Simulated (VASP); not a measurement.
Band structure of Tl (hcp). Computed with vdW-DF-cx, VASP's PBE PAW potentials (set 64) (plane waves; VASP 6.6.1).

Unless said otherwise, spin-orbit coupling is left out, though it shifts the bands of the heavy elements here.

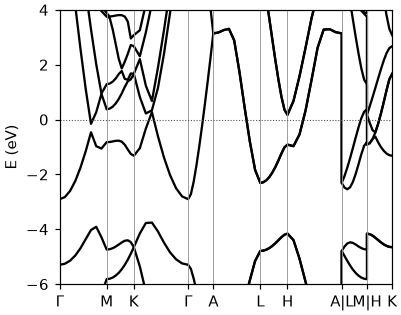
Figure. Bands along high-symmetry lines, zero at the valence-band maximum or, without a gap, the Fermi level

Task: Read the plot: is there a gap, and where are the band edges?

Result: It has no gap at this level: it comes out as a metal or semimetal. (Edges off the drawn lines would not show.)

The compound is Tl in the hcp structure. It was relaxed first.
